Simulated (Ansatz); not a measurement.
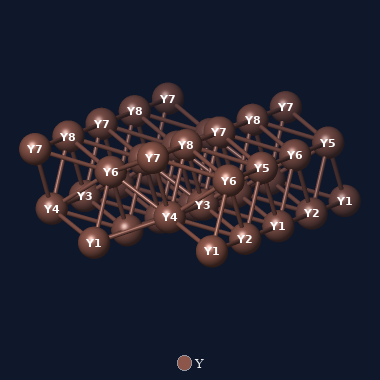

The system is CO on a Y(100) slab cut from the P6_3/mmc phase, its upper half relaxed before the scan (8 atoms of substrate and one adsorbate in a 2 × 1 cell); the picture shows it without the atoms that are moved over the map. CO stands on one site of a rigid substrate while its tilt and height are varied at a fixed bond length; it sits over a top site over Y8, heights counted from the top plane, tilted towards the diagonal of the 1 × 1 surface cell. Coordinates scanned: (1) tilt of the C9-O10 axis from the surface normal; (2) height of C9 above the plane of Y7. Grid: 7 × 6 points. Points are written as (first, second). Energies are in eV, from the lowest grid point. Method: Ansatz 0.2.0, DFT PBE, scalar-relativistic, plane waves, PAW. Settings: cutoff 420 eV, k-mesh 4×5×1, gaussian smearing 0.1 eV, no spin polarisation.

Range: tilt of the C9-O10 axis from the surface normal from 0 to 90°; height of C9 above the plane of Y7 from 2.36 to 3.91 Å.

Predict the map.

The lowest grid point is at (0°, 2.36 Å). It lies at the edge of the scanned range, so the true minimum may lie outside. The highest grid point, (90°, 2.36 Å), lies 0.82 eV above the lowest.

```tsv
second ↓, first →	0	15	30	45	60	75	90
3.91	0.69	0.69	0.70	0.72	0.74	0.77	0.79
3.41	0.54	0.55	0.58	0.62	0.68	0.73	0.77
3.06	0.34	0.36	0.41	0.50	0.60	0.69	0.74
2.80	0.15	0.18	0.26	0.38	0.52	0.64	0.71
2.58	0.01	0.05	0.15	0.30	0.48	0.63	0.71
2.36	0.00	0.04	0.17	0.35	0.54	0.70	0.82
```

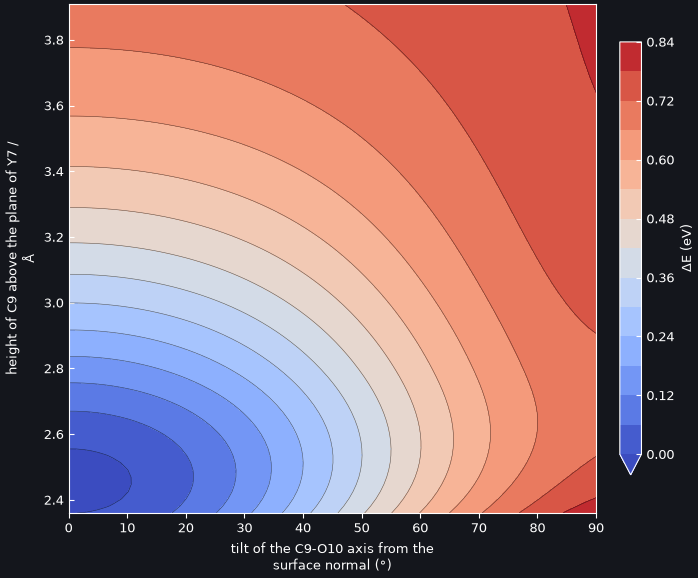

Drawn: filled contours. Between grid points the surface is interpolated.

Time for the 42 points that were run: 6.4 min on 4 threads of Intel(R) Xeon(R) Platinum 8488C (Sapphire Rapids) (shared host).
